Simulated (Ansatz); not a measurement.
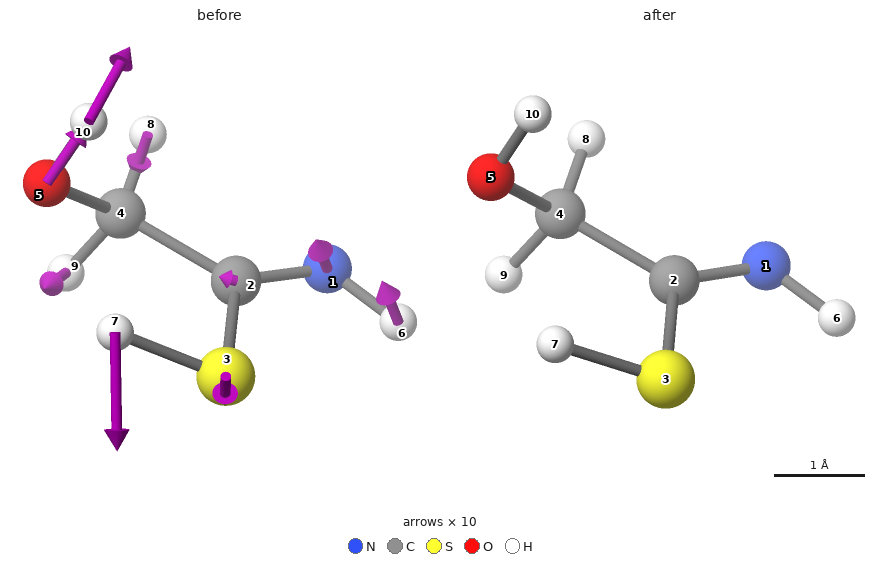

The structure of C₂H₅NOS before (left) and after (right) a relaxation, at one scale. The purple arrows give the displacements, magnified 10 times.

Style: ball-and-stick. Shown from a free direction.

The start comes from PBE-D4/def2-SVP.

Computed with Ansatz 0.2.0, RKS PBE0-D4/def2-TZVP.

Input
```yaml
crystal:
  periodic: [false, false, false]
  atoms:
    - {symbol: N, position_ang: [0.348157, -1.890032, -0.197342]}
    - {symbol: C, position_ang: [0.301900, -0.673736, 0.196037]}
    - {symbol: S, position_ang: [1.379264, 0.092814, 1.406892]}
    - {symbol: C, position_ang: [-0.806637, 0.231551, -0.346593]}
    - {symbol: O, position_ang: [-0.483626, 1.608167, -0.415166]}
    - {symbol: H, position_ang: [1.098018, -2.422148, 0.275133]}
    - {symbol: H, position_ang: [0.848362, 1.336555, 1.183230]}
    - {symbol: H, position_ang: [-1.114674, -0.200020, -1.325097]}
    - {symbol: H, position_ang: [-1.674876, 0.150783, 0.342012]}
    - {symbol: H, position_ang: [0.187213, 1.714966, -1.116205]}
basis:
  gaussian: {orbitals: def2-TZVP}
hamiltonian: {xc: pbe0, dispersion: d4}
relax: {f_tol: 0.005, max_steps: 150}
```

Launched with:
```bash
ansatz run in.yaml --threads 4 --pin off --events-out ev --progress --plain --max-ram 10444MiB
```

Summarise the run.

Answer. Over 9 geometry steps the energy falls by 0.065 eV. Largest force component: 0.89 eV/Å at the start, 0.0026 eV/Å at the end. H7 moves most after the best rigid fit: 0.13 Å. By element the largest moves are H 0.13 Å, O 0.08 Å, S 0.06 Å, N 0.06 Å, C 0.02 Å. Among the contacts that change: S3–H7 1.371 → 1.345 Å, C2–S3 1.793 → 1.768 Å, C4–H8 1.113 → 1.094 Å, C2–C4 1.531 → 1.514 Å. Among the angles between lasting bonds that change: C2–S3–H7 92.6° → 95.2°. Cost: 29 s on 4 threads of Arm Neoverse V1, with other jobs on the host.
